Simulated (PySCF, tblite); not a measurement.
# C₅H₄F₃+: dynamics, then NMR shifts on frames, part 2 of 2

tblite 0.8.0 and PySCF 2.14.0. Atoms count from 0.

## (5) Nuclear shieldings: 625 fs, PBE0/pcSseg-1

Job settings and geometry (Å):

```
{"job": {"kind": "nmr", "xc": "PBE0", "basis": "pcSseg-1", "pop": false}, "charge": 1, "multiplicity": 1}
F     -0.096700    -1.155500     2.170200
C      0.231700     0.030800     1.698100
F      1.337800     0.302900     2.287900
F     -0.754400     0.910100     1.998400
C      0.519800     0.178000     0.063800
C     -0.789900    -0.291000    -0.401600
C     -1.772600    -1.245000    -0.280700
C     -1.902400    -0.288900    -1.259800
H      1.292600    -0.554700    -0.115000
H      0.817100     1.201100    -0.167900
H     -2.241700    -2.011800     0.238500
H     -2.425900     0.099000    -2.138200
```

Level: GIAO PBE0/pcSseg-1 NMR shielding, non-relativistic, gas phase.

Standard output:

```text
coarse grid: 11168 points
cycle   1  E = -491.3191600824  dE =  1.774e+00  |g| = 8.908e-01  |ddm| = 3.138e+00
cycle   2  E = -491.1820011866  dE =  1.372e-01  |g| = 1.344e+00  |ddm| = 1.278e+00
cycle   3  E = -491.4581397518  dE = -2.761e-01  |g| = 5.740e-02  |ddm| = 6.912e-01
cycle   4  E = -491.4584064879  dE = -2.667e-04  |g| = 4.594e-02  |ddm| = 8.838e-02
cycle   5  E = -491.4588989150  dE = -4.924e-04  |g| = 9.155e-03  |ddm| = 4.376e-02
cycle   6  E = -491.4589160533  dE = -1.714e-05  |g| = 2.651e-03  |ddm| = 8.394e-03
cycle   7  E = -491.4589176523  dE = -1.599e-06  |g| = 5.647e-04  |ddm| = 2.523e-03
final grid: 112344 points
cycle   8  E = -491.5249072610  dE = -3.913e-05  |g| = 6.150e-03  |ddm| = 2.920e-02
cycle   9  E = -491.5249057437  dE =  1.517e-06  |g| = 7.321e-03  |ddm| = 9.432e-03
cycle  10  E = -491.5249156812  dE = -9.937e-06  |g| = 1.083e-03  |ddm| = 4.882e-03
cycle  11  E = -491.5249158866  dE = -2.054e-07  |g| = 1.843e-04  |ddm| = 8.268e-04
cycle  12  E = -491.5249158921  dE = -5.515e-09  |g| = 9.835e-05  |ddm| = 2.017e-04
cycle  13  E = -491.5249158942  dE = -2.069e-09  |g| = 1.594e-05  |ddm| = 8.558e-05
cycle  14  E = -491.5249158942  dE = -5.218e-11  |g| = 6.121e-06  |ddm| = 1.685e-05
converged SCF energy = -491.5249158942

GIAO shielding tensors (ppm)
atom      isotropic    diamagn.    paramagn.     s11        s22        s33       span
  0 F      243.401     472.350    -228.949    184.002    220.823    325.380    141.378
  1 C       54.104     242.817    -188.714     47.257     49.808     65.246     17.989
  2 F      237.676     468.153    -230.477    183.878    234.693    294.457    110.579
  3 F      218.200     473.503    -255.302    144.416    180.940    329.245    184.830
  4 C      137.722     245.598    -107.876    114.022    127.895    171.250     57.228
  5 C       -8.339     251.247    -259.586   -158.754    -60.651    194.387    353.141
  6 C        5.107     253.963    -248.856   -118.868    -67.294    201.483    320.351
  7 C       -4.193     254.565    -258.757   -124.539    -91.600    203.562    328.101
  8 H       27.627      27.025       0.602     24.192     25.942     32.746      8.554
  9 H       26.446      26.675      -0.229     23.210     25.501     30.627      7.418
 10 H       21.574      31.047      -9.473     17.153     22.065     25.504      8.352
 11 H       20.233      28.868      -8.634     17.011     21.056     22.634      5.623
```

It took 29 s on 1 thread of Arm Neoverse N1, shared host; peak memory 0.74 GiB.

Key values: δ C5 195.3, C7 191.1, C6 181.8, C1 132.8, H11 11.48, H10 10.14 ppm.

## (6) Shielding tensors: 800 fs, PBE0/pcSseg-1

Job settings and geometry (Å):

```
{"job": {"kind": "nmr", "xc": "PBE0", "basis": "pcSseg-1", "pop": false}, "charge": 1, "multiplicity": 1}
F     -0.044600    -0.940400     2.080000
C      0.279000     0.193800     1.388500
F      1.486200     0.547600     1.640600
F     -0.473300     1.140100     1.944800
C      0.245300    -0.091900    -0.175700
C     -1.051400    -0.266200    -0.721400
C     -2.404800    -0.639300    -0.496600
C     -2.086100    -0.067700    -1.679100
H      0.882400    -0.986300    -0.357300
H      0.659700     0.803600    -0.734300
H     -3.173200    -1.139400     0.146300
H     -2.201200     0.292800    -2.709100
```

Method: GIAO PBE0/pcSseg-1 NMR shielding, non-relativistic, gas phase.

Standard output:

```text
coarse grid: 11168 points
cycle   1  E = -491.3190806379  dE =  1.721e+00  |g| = 8.926e-01  |ddm| = 3.086e+00
cycle   2  E = -491.1812648681  dE =  1.378e-01  |g| = 1.353e+00  |ddm| = 1.327e+00
cycle   3  E = -491.4591320999  dE = -2.779e-01  |g| = 6.745e-02  |ddm| = 7.191e-01
cycle   4  E = -491.4595812914  dE = -4.492e-04  |g| = 5.019e-02  |ddm| = 9.289e-02
cycle   5  E = -491.4601416107  dE = -5.603e-04  |g| = 1.086e-02  |ddm| = 4.704e-02
cycle   6  E = -491.4601650621  dE = -2.345e-05  |g| = 3.317e-03  |ddm| = 1.002e-02
cycle   7  E = -491.4601675625  dE = -2.500e-06  |g| = 6.517e-04  |ddm| = 2.763e-03
final grid: 112344 points
cycle   8  E = -491.5271571822  dE = -3.752e-05  |g| = 6.350e-03  |ddm| = 2.452e-02
cycle   9  E = -491.5271538904  dE =  3.292e-06  |g| = 8.263e-03  |ddm| = 9.905e-03
cycle  10  E = -491.5271655227  dE = -1.163e-05  |g| = 9.132e-04  |ddm| = 5.075e-03
cycle  11  E = -491.5271656853  dE = -1.625e-07  |g| = 2.028e-04  |ddm| = 7.959e-04
cycle  12  E = -491.5271656921  dE = -6.823e-09  |g| = 9.436e-05  |ddm| = 2.102e-04
cycle  13  E = -491.5271656940  dE = -1.882e-09  |g| = 1.885e-05  |ddm| = 8.498e-05
cycle  14  E = -491.5271656940  dE = -7.765e-11  |g| = 5.925e-06  |ddm| = 1.846e-05
converged SCF energy = -491.5271656940

GIAO shielding tensors (ppm)
atom      isotropic    diamagn.    paramagn.     s11        s22        s33       span
  0 F      221.831     473.764    -251.933    123.455    199.660    342.379    218.924
  1 C       55.826     238.879    -183.053     46.231     55.596     65.651     19.420
  2 F      237.213     469.575    -232.363    176.595    237.223    297.820    121.225
  3 F      237.754     471.604    -233.850    166.359    214.128    332.775    166.416
  4 C      144.155     246.685    -102.530    127.971    131.774    172.721     44.750
  5 C      -25.008     247.143    -272.151   -170.931   -116.299    212.204    383.135
  6 C        3.669     255.551    -251.882   -122.139    -56.425    189.570    311.710
  7 C        6.068     259.852    -253.783   -122.257    -51.735    192.197    314.454
  8 H       26.368      25.793       0.575     22.621     25.094     31.390      8.770
  9 H       25.819      26.612      -0.793     20.685     25.745     31.026     10.342
 10 H       20.310      27.856      -7.546     17.499     20.027     23.404      5.904
 11 H       20.621      29.305      -8.685     17.462     20.808     23.592      6.129
```

Run time: 29 s. Hardware: 1 thread of Arm Neoverse N1, shared host; peak memory 0.74 GiB.

In short: δ C5 211.9, C6 183.3, C7 180.9, C1 131.1, H10 11.41, H11 11.10 ppm.

## (7) Nuclear shieldings: 1000 fs, PBE0/pcSseg-1

Job settings and geometry (Å):

```
{"job": {"kind": "nmr", "xc": "PBE0", "basis": "pcSseg-1", "pop": false}, "charge": 1, "multiplicity": 1}
F     -0.008300    -1.185200     2.093900
C      0.434300    -0.015500     1.509500
F      1.771700     0.152300     1.699900
F     -0.149000     1.098200     1.916200
C      0.286300    -0.161800    -0.007800
C     -1.112600    -0.389000    -0.385900
C     -2.452200    -0.242800    -0.019500
C     -2.153900    -0.918300    -1.158400
H      0.912600    -0.932100    -0.486800
H      0.632500     0.795600    -0.402300
H     -3.147200     0.070500     0.784900
H     -2.426400    -1.526700    -1.966300
```

Method: GIAO PBE0/pcSseg-1 NMR shielding, non-relativistic, gas phase.

Standard output:

```text
coarse grid: 11168 points
cycle   1  E = -491.3246549976  dE =  1.692e+00  |g| = 8.938e-01  |ddm| = 3.105e+00
cycle   2  E = -491.1684816891  dE =  1.562e-01  |g| = 1.396e+00  |ddm| = 1.349e+00
cycle   3  E = -491.4679068052  dE = -2.994e-01  |g| = 7.135e-02  |ddm| = 7.469e-01
cycle   4  E = -491.4684809420  dE = -5.741e-04  |g| = 4.851e-02  |ddm| = 9.082e-02
cycle   5  E = -491.4689572953  dE = -4.764e-04  |g| = 1.065e-02  |ddm| = 4.307e-02
cycle   6  E = -491.4689780901  dE = -2.079e-05  |g| = 3.293e-03  |ddm| = 9.543e-03
cycle   7  E = -491.4689805106  dE = -2.420e-06  |g| = 4.909e-04  |ddm| = 2.690e-03
final grid: 112344 points
cycle   8  E = -491.5365036200  dE = -4.173e-05  |g| = 7.003e-03  |ddm| = 2.918e-02
cycle   9  E = -491.5364989713  dE =  4.649e-06  |g| = 9.328e-03  |ddm| = 1.054e-02
cycle  10  E = -491.5365137788  dE = -1.481e-05  |g| = 1.063e-03  |ddm| = 5.530e-03
cycle  11  E = -491.5365139931  dE = -2.143e-07  |g| = 2.139e-04  |ddm| = 8.929e-04
cycle  12  E = -491.5365140002  dE = -7.138e-09  |g| = 1.080e-04  |ddm| = 2.176e-04
cycle  13  E = -491.5365140027  dE = -2.478e-09  |g| = 1.664e-05  |ddm| = 9.278e-05
cycle  14  E = -491.5365140028  dE = -5.764e-11  |g| = 5.131e-06  |ddm| = 1.627e-05
converged SCF energy = -491.5365140028

GIAO shielding tensors (ppm)
atom      isotropic    diamagn.    paramagn.     s11        s22        s33       span
  0 F      224.762     473.110    -248.348    135.638    201.408    337.241    201.603
  1 C       51.093     245.565    -194.472     38.298     54.979     60.002     21.704
  2 F      220.175     470.930    -250.755    133.557    201.716    325.252    191.695
  3 F      245.617     473.182    -227.565    174.606    244.776    317.470    142.864
  4 C      143.447     247.068    -103.621    122.067    136.858    171.415     49.349
  5 C      -17.134     249.139    -266.274   -165.322    -91.085    205.004    370.326
  6 C        1.321     257.052    -255.731   -120.023    -74.109    198.096    318.119
  7 C        8.031     255.494    -247.463   -118.120    -55.169    197.382    315.502
  8 H       26.330      27.071      -0.741     21.866     25.835     31.289      9.423
  9 H       27.484      28.025      -0.541     23.497     26.382     32.574      9.077
 10 H       20.255      28.379      -8.124     16.498     20.245     24.022      7.524
 11 H       21.605      31.294      -9.689     18.634     22.158     24.022      5.388
```

Wall time 29 s (1 thread of Arm Neoverse N1, shared host); peak memory 0.74 GiB.

This run: δ C5 204.1, C6 185.6, C7 178.9, C1 135.8, H10 11.46, H11 10.11 ppm.

## (8) Comparing the runs: NMR shifts

Shifts (ppm) of some atoms, chosen among heavy atoms and hydrogens apart, with basis size and wall time:

```
  frame     C5     C7    H8    H9     F2     F0     F3  functions  time
 250 fs  208.5  181.5  6.08  5.22  -48.6  -65.6  -66.8        156  29 s
 425 fs  195.9  185.4  4.97  4.94  -49.5  -64.6  -60.9        156  29 s
 625 fs  195.3  191.1  4.09  5.27  -66.7  -72.5  -47.3        156  29 s
 800 fs  211.9  180.9  5.35  5.90  -66.3  -50.9  -66.8        156  29 s
1000 fs  204.1  178.9  5.39  4.23  -49.2  -53.8  -74.7        156  29 s
```

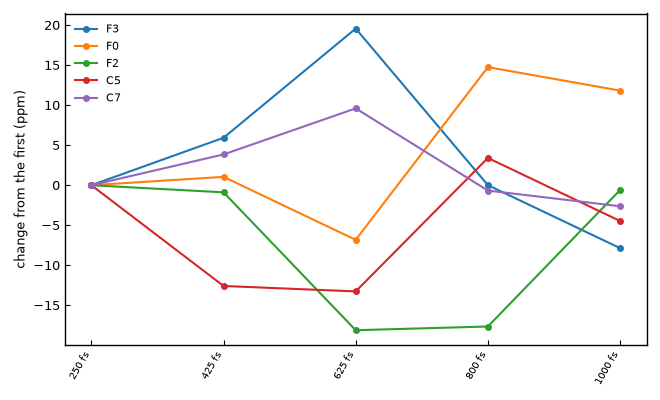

How five of the tabulated atoms move from run to run.

## (9) Summary of results

This closing draws on all 2 parts.

| quantity | value |
| --- | --- |
| thermostat | 300 K |
| mean temperature, second half | 299 K |
| mean potential energy above the minimum | 0.44 eV |
| ¹³C shifts against TMS (PBE0/pcSseg-1, 250 fs) | 208.5, 181.5, 179.1, 136.1, 49.8 ppm |
| ¹H shifts against TMS (PBE0/pcSseg-1, 250 fs) | 10.74, 10.57, 6.08, 5.22 ppm |
| ¹⁹F shifts against CFCl3 (PBE0/pcSseg-1, 250 fs) | -48.6, -65.6, -66.8 ppm |
| range of the shift of F3 | -74.7 to -47.3 ppm |

What this shows: In the second half the potential energy averages 0.44 eV above the minimum; equipartition over 30 harmonic modes at 300 K would give 0.39 eV. With 12 atoms the temperature swings widely (173 to 398 K). Shifts at one fixed geometry are not the observed spectrum, which averages over the motion. In the first frame run (250 fs): Shielding is most anisotropic at C5 (span 370 ppm, paramagnetic term -273 ppm). In ppm, F3 moves most: its shift spreads over 27.4 ppm, from -74.7 (1000 fs) to -47.3 (625 fs).
